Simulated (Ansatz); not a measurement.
# What SrHfTe3 (built on the sites of a database entry of SrHfO3) distorts into, part 2 of 2

Which phase does SrHfTe3 (built on the sites of a database entry of SrHfO3) fall into along its unstable mode, and how much energy does it gain?

Ansatz 0.2.0; DFT PBEsol, scalar-relativistic, plane waves, norm-conserving pseudopotentials.

So far, highest frequency on the path or at a solved wavevector (cm⁻¹): step 2 (the dispersion) 209. Also lowest frequency on the path (cm⁻¹): step 2 -72.1.

The structure was built from a prototype and need not be the compound's stable phase.

## Step 5: Energy along the mode, all amplitudes (two of the runs are shown above)

An imaginary frequency means negative curvature, so the energy should fall and then rise again as anharmonic terms take over.

This step gave:

```yaml
depth_at_the_lowest_point_sampled: 152.3 meV/atom
largest_atomic_shift_at_that_point: 0.6 Å
```

Table of energy from the parent by largest atomic shift:

| largest atomic shift (Å) | energy from the parent (meV/atom) |
| --- | --- |
| 0.000 | 0 |
| 0.040 | -1.37 |
| 0.080 | -5.41 |
| 0.140 | -15.9 |
| 0.220 | -36.4 |
| 0.320 | -69.3 |
| 0.450 | -114 |
| 0.600 | -152 |

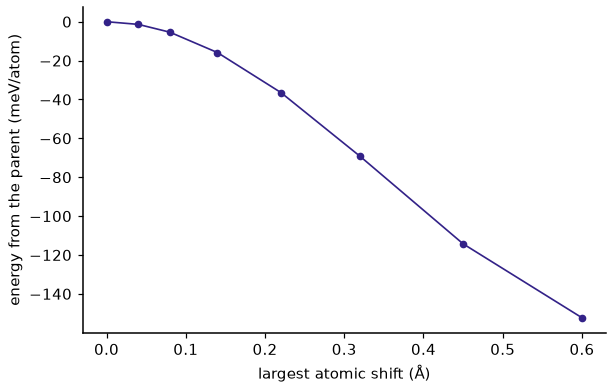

Energy from the parent, plotted against largest atomic shift.

Displacement at unit largest shift by atom:

| atom | x (Å) | y (Å) | z (Å) | size |
| --- | --- | --- | --- | --- |
| Sr1 | 0.000 | 0.000 | 0.000 | 0.000 |
| Sr2 | 0.000 | 0.000 | 0.000 | 0.000 |
| Hf3 | 0.000 | 0.000 | 0.000 | 0.000 |
| Hf4 | 0.000 | 0.000 | 0.000 | 0.000 |
| Te5 | 0.000 | -0.707 | -0.707 | 1.000 |
| Te6 | 0.000 | 0.707 | 0.707 | 1.000 |
| Te7 | 0.707 | 0.000 | 0.707 | 1.000 |
| Te8 | -0.707 | 0.000 | -0.707 | 1.000 |
| Te9 | 0.707 | -0.707 | 0.000 | 1.000 |
| Te10 | -0.707 | 0.707 | 0.000 | 1.000 |

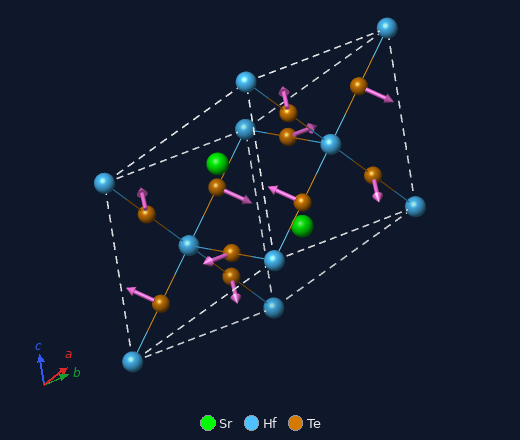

Displacement at unit largest shift as arrows, the longest 1.000 Å. Some periodic images of atoms are drawn too.

The lowest of the steps tried is the last one, at 0.6 Å, 152 meV/atom below the parent; the bottom of the well need not coincide with a step.

## Step 6: Relaxing from the distorted cell

Starting from the lowest point found, all atoms and the cell are let go, so that strain and other modes of the same symmetry can join in.

input.yaml

```yaml
crystal:
  lattice:
    - [5.5376898064, 5.5376898064, 0.0]
    - [5.5376898064, 0.0, 5.5376898064]
    - [5.5376898064, 0.0, -5.5376898064]
  atoms:
    - { symbol: Sr, position: [0.5, 0.25, 0.75] }
    - { symbol: Sr, position: [0.5, 0.75, 0.25] }
    - { symbol: Hf, position: [0.0, 0.0, 0.0] }
    - { symbol: Hf, position: [0.0, 0.5, 0.5] }
    - { symbol: Te, position: [-0.07661391, 0.25, 0.32661391] }
    - { symbol: Te, position: [0.07661391, 0.75, 0.67338609] }
    - { symbol: Te, position: [0.5, 0.82661391, 0.75] }
    - { symbol: Te, position: [0.5, 0.17338609, 0.25] }
    - { symbol: Te, position: [-0.07661391, 0.32661391, 0.82661391] }
    - { symbol: Te, position: [0.07661391, 0.67338609, 0.17338609] }
kpoints:
  mp_grid: { grid: [6, 6, 6] }
hamiltonian:
  xc: pbesol
  pseudopotentials: { kind: nc }
scf:
  occupations: { method: methfessel_paxton, width: 0.2 }
output:
  forces: true
  stress: true
  eigenvalues: true
relax:
  adjacent_minimum: "off"
  f_tol: 0.002
  max_steps: 120
  cell: { stress_tol: 0.03 }
```

On the command line:

```bash
ansatz run input.yaml --threads 8 --pin off --max-ram 14336MiB --backend cpu --events-out ev --progress --plain --runs-dir out
```

Numbers of over 12 decimals in the logs are rounded to 6 here.

The log of the run:

```text
[...]
Crystal: 10 atoms, lattice volume = 339.638 Å³
Basis set: ecut = 1120 eV, 28811 PW (Γ), exchange–correlation on 180×180×180 points (8 copies of the dense FFT grid, shifted against one another)
Bands: 84, of which v1, the nominal top of the filled ones, is band 70 counted from 1 (69 counted from 0)
Symmetry: 12 space group operations
[...]
k-points: 32 of 216
[...]
SCF iter   1: F=—  HF=-22020.575209 eV  |F-HF|=—  |Δ(HF+E_count)|=         —  Δρ=3.15e-2  dr2=5.22e0  ethr=3.10e-3  ⟨swp⟩=11.0  Hψ=13532  notcnv=0
[...]
SCF iter   9: F=-22018.823558 eV  HF=-22018.823558 eV  |F-HF|=1.83e-8  |Δ(HF+E_count)|=   7.65e-8  S|Δr|=    0.00e0  Δρ=4.36e-6  dr2=7.29e-8  ethr=7.14e-11  ⟨swp⟩=19.0  Hψ=17154  notcnv=0
SCF 1 converged in 9 iterations: F = -22018.823558 eV  dr2 = 7.29e-8
relax step   1: F+E_penalty+E_count = -22018.82355751 eV  Δ(F+E_penalty+E_count) = +0.000e0 eV  max|allowed force component| = 1.888e-1 eV/Å  Δτ_max = 0.0000 Å  P = -1.221 GPa  Ω = 339.638 Å³  (9 SCF iters, dr2 threshold 1.00e-7 eV, accepted)
Crystal: 10 atoms, lattice volume = 327.218 Å³
Basis set: ecut = 1120 eV, 27927 PW (Γ), exchange–correlation on 180×180×180 points (8 copies of the dense FFT grid, shifted against one another)
[...]
SCF iter   7: F=-22019.029791 eV  HF=-22019.029791 eV  |F-HF|=1.22e-8  |Δ(HF+E_count)|=   3.17e-7  S|Δr|=    0.00e0  Δρ=4.32e-6  dr2=9.60e-8  ethr=7.14e-10  ⟨swp⟩=12.7  Hψ=14825  notcnv=0
SCF 2 converged in 7 iterations: F = -22019.029791 eV  dr2 = 9.60e-8
relax step   2: F+E_penalty+E_count = -22019.02979134 eV  Δ(F+E_penalty+E_count) = -2.062e-1 eV  max|allowed force component| = 4.752e-2 eV/Å  Δτ_max = 0.1340 Å  P = -0.021 GPa  Ω = 327.218 Å³  energy of the carried Pulay correction = +1.191e-3 eV  (7 SCF iters, dr2 threshold 1.00e-6 eV, accepted)
Crystal: 10 atoms, lattice volume = 326.005 Å³
Basis set: ecut = 1120 eV, 27831 PW (Γ), exchange–correlation on 180×180×180 points (8 copies of the dense FFT grid, shifted against one another)
[...]
SCF iter   5: F=-22019.039412 eV  HF=-22019.039411 eV  |F-HF|=1.71e-7  |Δ(HF+E_count)|=   1.52e-7  S|Δr|=    0.00e0  Δρ=1.20e-5  dr2=5.47e-7  ethr=4.24e-10  ⟨swp⟩=11.8  Hψ=15344  notcnv=0
SCF 3 converged in 5 iterations: F = -22019.039412 eV  dr2 = 5.47e-7
relax step   3: F+E_penalty+E_count = -22019.03941159 eV  Δ(F+E_penalty+E_count) = -9.620e-3 eV  max|allowed force component| = 5.447e-3 eV/Å  Δτ_max = 0.0108 Å  P = +0.047 GPa  Ω = 326.005 Å³  energy of the carried Pulay correction = +1.311e-3 eV  (5 SCF iters, dr2 threshold 5.93e-7 eV, accepted)
[...]
relax step   4: F+E_penalty+E_count = -22019.03946529 eV  Δ(F+E_penalty+E_count) = -5.370e-5 eV  max|allowed force component| = 1.839e-3 eV/Å  Δτ_max = 0.0032 Å  P = -0.029 GPa  Ω = 326.319 Å³  energy of the carried Pulay correction = +1.280e-3 eV  (6 SCF iters, dr2 threshold 8.56e-9 eV, accepted)
[...]
relax step   5: F+E_penalty+E_count = -22019.03950357 eV  Δ(F+E_penalty+E_count) = -3.828e-5 eV  max|allowed force component| = 3.708e-5 eV/Å  Δτ_max = 0.0008 Å  P = +0.001 GPa  Ω = 326.180 Å³  energy of the carried Pulay correction = +1.293e-3 eV  (5 SCF iters, dr2 threshold 3.06e-9 eV, accepted)
[...]
SCF iter   5: F=-22019.038720 eV  HF=-22019.038720 eV  |F-HF|=1.09e-11  |Δ(HF+E_count)|=  2.18e-11  S|Δr|=    0.00e0  Δρ=1.08e-7  dr2=2.37e-11  ethr=1.00e-12  ⟨swp⟩=11.4  Hψ=15267  notcnv=0
SCF 6 converged in 5 iterations: F = -22019.038720 eV  dr2 = 2.37e-11
relax step   6: F+E_penalty+E_count = -22019.03871970 eV  Δ(F+E_penalty+E_count) = +7.839e-4 eV  max|allowed force component| = 3.467e-5 eV/Å  Δτ_max = 0.0000 Å  P = -0.004 GPa  Ω = 326.180 Å³  stress off target by 8.26e-3 GPa  SCF on the basis re-selected at this cell (its energy is not comparable with the rows above)  (5 SCF iters)
basis re-selected at this cell: Δ(F+E_penalty+E_count) = +7.839e-4 eV, ΔP = -0.004 GPa vs the last step (what re-selecting the basis moved, of the pressure what is left beyond the Pulay correction that the steps carried, after the strain that the cell walked since its last selection, with what the two solves' SCF thresholds leave and, on support functions, any second-order correction that the steps lacked; it is no m [...]
SCF converged after 5 iterations
[...]
Free energy (F): -22019.038720 eV
[...]
Internal energy: -22019.043567 eV  (E = F + TS)
E sigma→0 (E₀):  -22019.039931 eV
Entropy (-TS):   0.004847 eV (0.485 meV/atom)
Fermi energy:    9.232507 eV
[...]
--- Forces (eV/Å), atoms counted from 1 ---
  atom   1  Sr    -0.00000000    -0.00000000    -0.00000000
  atom   2  Sr     0.00000000     0.00000000     0.00000000
  atom   3  Hf    -0.00000000    -0.00000000    -0.00000000
  atom   4  Hf     0.00000000     0.00000000     0.00000000
  atom   5  Te     0.00000000     0.00003467     0.00003467
  atom   6  Te    -0.00000000    -0.00003467    -0.00003467
  atom   7  Te    -0.00003467     0.00000000    -0.00003467
  atom   8  Te     0.00003467    -0.00000000     0.00003467
  atom   9  Te    -0.00003467     0.00003467    -0.00000000
  atom  10  Te     0.00003467    -0.00003467     0.00000000
  max |Σ_I F_I| component: 2.78e-17 eV/Å
--- Stress (GPa, compression-positive) ---
       -0.003615      -0.002322       0.002322
       -0.002322      -0.003615       0.002322
        0.002322       0.002322      -0.003615
  P = ⅓ Tr σ = -0.0036 GPa (-0.036 kbar)
--- Band table (eV; the first three rows and the last of 32) ---
  k-point 0: bands = [... 66 lower, 8.2583, 8.6263, 8.6263, 9.1888, 9.3956, 9.4168, 9.4168, 10.7849, ... 10 higher]
  k-point 1: bands = [... 66 lower, 8.2792, 8.3357, 8.5580, 9.0831, 9.5568, 9.5676, 9.7116, 10.8003, ... 10 higher]
  k-point 2: bands = [... 66 lower, 8.2152, 8.2810, 8.5311, 8.7905, 9.8887, 9.9832, 10.0294, 10.7002, ... 10 higher]
  k-point 31: bands = [... 66 lower, 7.9209, 7.9209, 7.9209, 7.9209, 10.2143, 10.2143, 10.5938, 10.5938, ... 10 higher]
--- Relaxed structure (5 steps of the walk, 5 accepted, 1 SCFs on fresh bases) ---
  F+E_penalty+E_count = -22019.03871970 eV   max|allowed force component| = 3.467e-5 eV/Å   (the final SCF, on the basis selected at the relaxed cell)
  cell:  # Å, volume = 326.1800 Å³
    - [5.345047, 5.345047, 0.242488]
    - [5.587535, 0.0, 5.587535]
    - [5.345047, -0.242488, -5.345047]
  atoms:
    - { symbol: Sr, position: [0.500000, 0.25, 0.750000] }
    - { symbol: Sr, position: [0.500000, 0.75, 0.250000] }
    - { symbol: Hf, position: [-2.8388970943932005e-19, 0, 0] }
    - { symbol: Hf, position: [-1.734723475976807e-18, 0.5, 0.5] }
    - { symbol: Te, position: [-0.092658, 0.25, 0.342658] }
    - { symbol: Te, position: [0.092658, 0.750000, 0.657342] }
    - { symbol: Te, position: [0.5, 0.842658, 0.750000] }
    - { symbol: Te, position: [0.500000, 0.157342, 0.250000] }
    - { symbol: Te, position: [-0.092658, 0.342658, 0.842658] }
    - { symbol: Te, position: [0.092658, 0.657342, 0.157342] }
```

Elapsed: 3 min, on 8 threads of Arm Neoverse V2, shared host; peak memory 6.3 GiB; 23 min of CPU time.

Step by step:

| step | energy less that of the first step (eV) | largest force component (eV/Å) | pressure (GPa) | volume (Å³) |
| --- | --- | --- | --- | --- |
| 1 | 0.0000 | 0.1888 | -1.22 | 339.64 |
| 2 | -0.2062 | 0.0475 | -0.02 | 327.22 |
| 3 | -0.2159 | 0.0054 | 0.05 | 326.01 |
| 4 | -0.2159 | 0.0018 | -0.03 | 326.32 |
| 5 | -0.2159 | 0.0000 | 0.00 | 326.18 |
| 6* | -0.2152 | 0.0000 | 0.00 | 326.18 |

Relaxation steps marked * repeat the geometry before them on a plane-wave basis chosen anew for their cell, so energy and pressure can jump there.

Forces are held to the 12 operations that the run works with; a distortion that breaks them can't arise in this run.

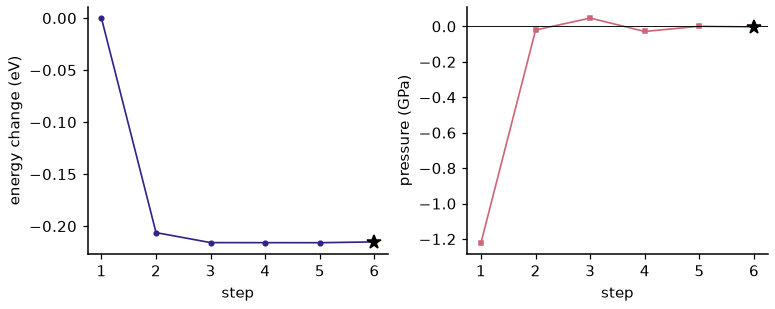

Energy and pressure along the relaxation. Stars mark steps on a basis chosen anew.

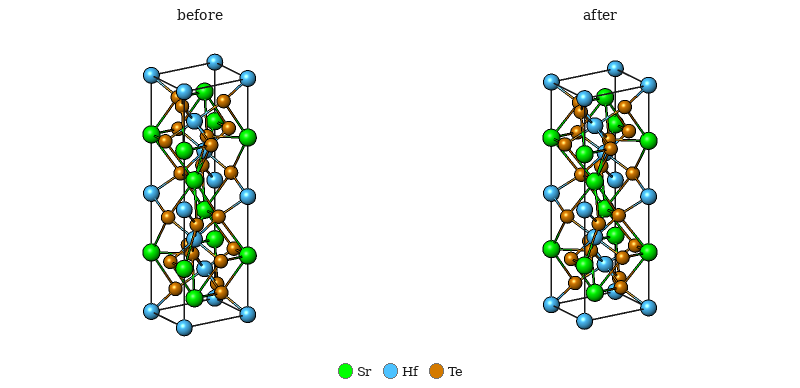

Before and after, at one scale. Bonds to atoms that aren't drawn are left out.

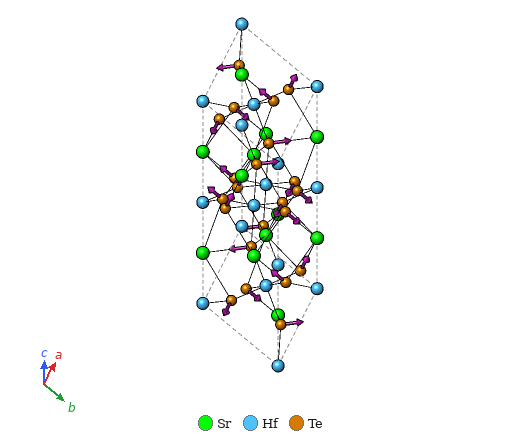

Displacements in the relaxation, exaggerated, measured against the changing cell; the longest in the cell stands for 0.13 Å. Bonds to atoms that aren't drawn are left out. Some periodic images of atoms are drawn too.

| conventional cell, symmetrised | before | after | change |
| --- | --- | --- | --- |
| a (Å) | 7.831 | 7.902 | +0.9 % |
| b (Å) | 7.831 | 7.902 | +0.9 % |
| c (Å) | 19.183 | 18.096 | -5.7 % |
| volume (Å³/atom) | 33.96 | 32.62 | -4.0 % |

The atoms that moved most (Å, as changes of fractional coordinates times the final cell):

| atom | dx | dy | dz | length |
| --- | --- | --- | --- | --- |
| Te5 | 0.000 | -0.090 | -0.090 | 0.127 |
| Te8 | -0.090 | 0.000 | -0.090 | 0.127 |
| Te6 | 0.000 | 0.090 | 0.090 | 0.127 |
| Te10 | -0.090 | 0.090 | 0.000 | 0.127 |
| Te9 | 0.090 | -0.090 | 0.000 | 0.127 |
| Te7 | 0.090 | 0.000 | 0.090 | 0.127 |

The relaxed structure:

```
Sr Hf Te
1.0
     5.34505    5.34505    0.24249
     5.58754    0.00000    5.58754
     5.34505   -0.24249   -5.34505
Sr Hf Te
2 2 6
Direct
  0.50000 0.25000 0.75000
  0.50000 0.75000 0.25000
  0.00000 0.00000 0.00000
  0.00000 0.50000 0.50000
  0.90734 0.25000 0.34266
  0.09266 0.75000 0.65734
  0.50000 0.84266 0.75000
  0.50000 0.15734 0.25000
  0.90734 0.34266 0.84266
  0.09266 0.65734 0.15734
```

Numbers from this step:

```yaml
pressure: -0.003615 GPa
volume_per_atom: 32.62 Å³
gap_on_the_k_mesh: 0.1749 eV
```

The distorted start has space group R-3c; the relaxation ends in R-3c.

## Step 7: Summary of results

```
unstable mode of the parent                                                      : q = (-0.5, -0.5, -0.5), 72i cm⁻¹
depth at the lowest point sampled                                                : 152 meV/atom
largest atomic shift at that point                                               : 0.6 Å
space group reached (within 0.01 Å)                                              : R-3c
energy gained over the parent (first relaxation, on the mesh of the frozen mode) : 174 meV/atom
volume per atom, phase reached                                                   : 32.6 Å³
gap on the k-mesh, phase reached                                                 : 0.175 eV
```

Along this mode the structure falls into R-3c, 174 meV/atom below the parent. At the parent's cell the well is 152.3 meV/atom deep on the steps tried, with its lowest point at a shift of 0.6 Å. That is the last step tried, so the steps alone don't bracket the bottom of the well. Relaxing atoms and cell changes the gain by +21.50 meV/atom against the lowest step (energies at zero smearing). The modes of the phase reached were not computed on this path. Of the 3 patterns followed to their end from this parent, this one ends 7.29 meV/atom above the lowest, Imma. Another end point lies within 1 meV/atom; how such a difference moves with mesh and cutoff was not tested. Each path keeps the symmetry of its pattern, so a lower phase may lie along a pattern not tried. With no gap, or one that is small against the smearing, the frequencies hang on the k mesh and the smearing, most of all near Kohn anomalies. A semilocal functional can close a gap that the real compound would have, so the metallic treatment may be an artefact of the level. Spin-orbit coupling is left out, which can matter for the heavy elements here. A phonon run warned that its eigensolver left some bands unconverged in a pass. The starting cell was built on a prototype and not taken from a measurement, so the phase need not exist.

[Logs are printed without paths, hosts, clocks, repeated set-up lines and the standing remarks that a program may print on its own settings, such as how far it seeks lower states.]

[Hosts, paths, dates, database ids (printed as entryN), source tags and the programs' standing remarks are cut or masked in the printed files.]
